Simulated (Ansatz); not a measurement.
Start from MgTe in the zinc blende structure (space group F-43m, No. 216; a = 6.4384 Å).

The change: electron doping at 7.0×10^20 cm⁻³ (0.0467 per cell), with a uniform compensating background at fixed cell and a 300 K Fermi–Dirac width.

All numbers come from Ansatz (a quantum-chemistry and plane-wave program) PBEsol, no SOC, earlier PAW set.

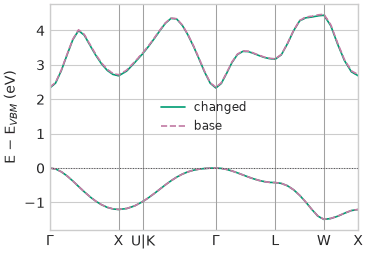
Figure. Highest valence and lowest conduction band along the path, each from its own valence-band maximum

### Question
Read the changed gap and its character from the plot.

### Answer
About 2.3 eV, direct at Γ.

Carriers are added with a uniform compensating background; total energy and stress of such cells depend on the potential's zero and are not compared; many-body gap narrowing is missing at this level. Spin-orbit coupling, missing from the scalar runs, can matter with Te. No phonon test of stability was made.
